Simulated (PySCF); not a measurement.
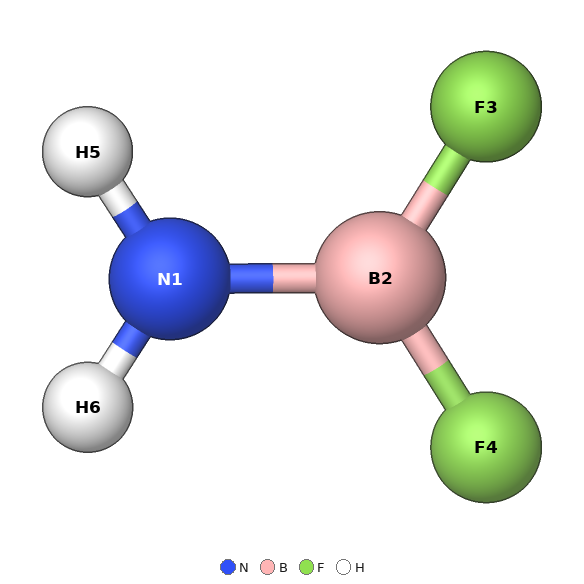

The geometry was computed by an optimisation with GFN2-xTB. No frequency run is at hand to confirm it as a minimum. Level of theory: B3LYP/pcJ-1 indirect spin-spin coupling, non-relativistic, gas phase (PySCF 2.14.0). Isotopes: 11B, 19F, 1H, 15N.

Give the spin–spin coupling constants of these pairs, with the number of bonds between them: N1/H5, N1/H6, B2/F3, B2/F4, N1/F3, N1/F4, B2/H6, F3/F4, H5/H6, F3/H6.

| pair | bonds apart | J (Hz) |
| --- | --- | --- |
| N1, H5 | 1 | −89.0 |
| N1, H6 | 1 | −88.9 |
| B2, F3 | 1 | −67.8 |
| B2, F4 | 1 | −67.8 |
| N1, F3 | 2 | −14.3 |
| N1, F4 | 2 | −14.2 |
| B2, H6 | 2 | 3.0 |
| F3, F4 | 2 | −116.3 |
| H5, H6 | 2 | −3.7 |
| F3, H6 | 3 | 19.1 |

Density functionals are unreliable for couplings to fluorine, so those rows may be far off.

The geometry is semi-empirical. Around B such bond lengths and angles can be off by a tenth of an ångström or more and by several degrees, and values that hang on the shape move with them.
